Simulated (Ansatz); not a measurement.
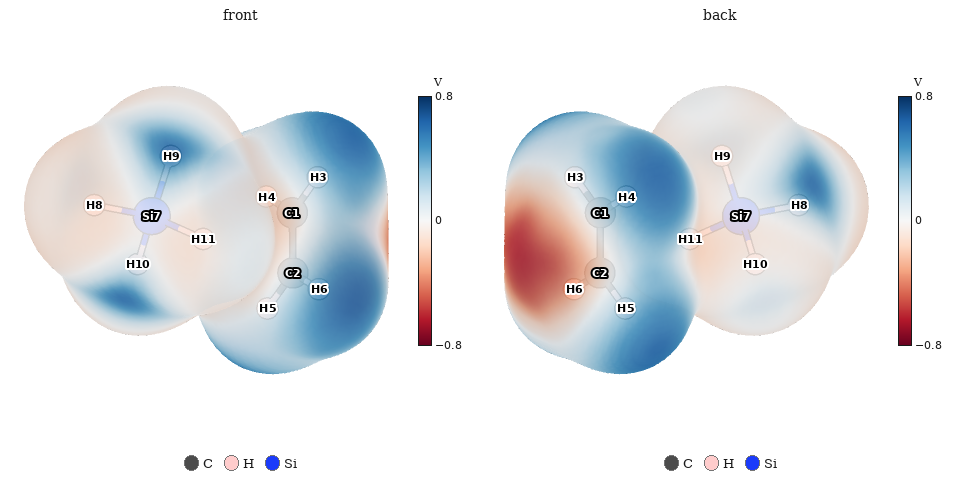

Figure. C2H4···SiH4 (SMILES C=C.[SiH4]). The molecular electrostatic potential painted on the density surface at 0.001 e/bohr³, seen from the front and from behind; red is negative and blue positive.

Geometry: PBE0-D4/def2-TZVP.

The calculation used RKS PBE0-D4/def2-TZVPPD in Ansatz.

Input file:

```
crystal:
  periodic: [false, false, false]
  atoms:
    - {symbol: C, position_ang: [0.355945, 0.652171, -1.620314]}
    - {symbol: C, position_ang: [-0.227443, -0.533231, -1.698046]}
    - {symbol: H, position_ang: [1.435177, 0.754621, -1.584879]}
    - {symbol: H, position_ang: [-0.221220, 1.569939, -1.587456]}
    - {symbol: H, position_ang: [-1.306729, -0.635429, -1.731822]}
    - {symbol: H, position_ang: [0.349869, -1.450939, -1.729253]}
    - {symbol: Si, position_ang: [-0.076889, -0.071470, 1.983593]}
    - {symbol: H, position_ang: [-0.137973, -0.118426, 3.468810]}
    - {symbol: H, position_ang: [0.569724, 1.196863, 1.564269]}
    - {symbol: H, position_ang: [-1.456200, -0.137250, 1.440360]}
    - {symbol: H, position_ang: [0.715738, -1.226750, 1.494839]}
basis:
  gaussian: {orbitals: "def2-TZVPPD.json"}
hamiltonian: {xc: pbe0, dispersion: d4}
output: {orbitals: {seedname: orbitals}}
```

Run with:

```sh
ansatz run in.yaml --threads 4 --pin off --events-out ev --progress --plain --max-ram 9574MiB
```

**Which sites attract a positive test charge, and which a negative one?**

A positive charge is drawn to the negative regions and a negative charge to the positive ones. The most negative region (about −0.6 V) lies over the π face of C1 and C2, the most positive (about +0.6 V) over the H and Si atoms.
